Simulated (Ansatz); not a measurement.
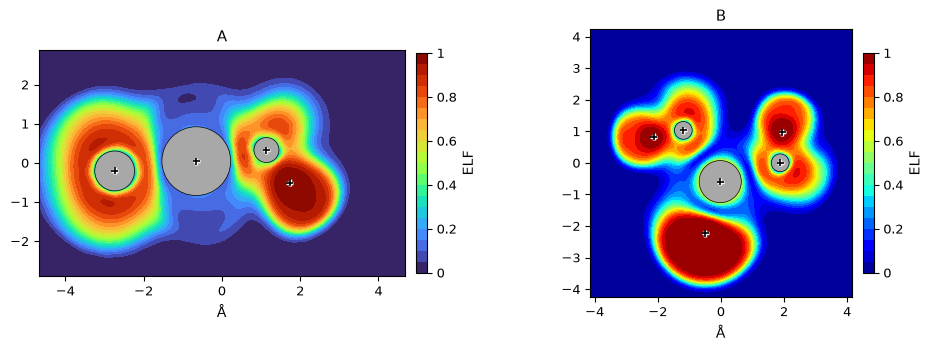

The electron localisation function of 2 systems, each on a plane through atoms (crosses mark nuclei in the plane; grey discs cover the cores).

All numbers below come from RKS PBE0-D4/def2-SVP (Ansatz).

System 1: H₃InO₂, the molecular plane. Core potentials replace the inner electrons of In.

```yaml
atoms:
  - { symbol: O, position_ang: [-1.0510, -1.0790, 0.4532] }
  - { symbol: In, position_ang: [0.0107, 0.3252, -0.4958] }
  - { symbol: O, position_ang: [1.6275, 0.7315, 0.5919] }
  - { symbol: H, position_ang: [-1.8564, -1.3294, -0.0124] }
  - { symbol: H, position_ang: [-0.3380, 1.0921, -1.9769] }
  - { symbol: H, position_ang: [1.6493, 0.1957, 1.3939] }
```

System 2: ClH₂NZn, the plane of atoms Zn2, N1 and H4. 

```xyz
5

N    -0.4515    0.7558   -0.3804
Zn    0.6061   -0.5782    0.2463
Cl    1.9741   -2.0324    0.9160
H    -1.0878    0.5118   -1.1359
H    -0.9910    1.2693    0.3127
```

Match each panel to its system.

Panel A is system 2, ClH₂NZn: the plane holds N, Zn, Cl and H. Zn–N (1.81 Å): the ELF peaks at about 0.85 in the valence shell of N, 0.6 Å from its nucleus, and is about 0.25 at the midpoint. Panel B is system 1, H₃InO₂: the plane holds O, In and H. In–O (1.99 Å): the ELF peaks at about 0.85 in the valence shell of O, 0.6 Å from its nucleus, and drops to about 0.10 between the two atoms.
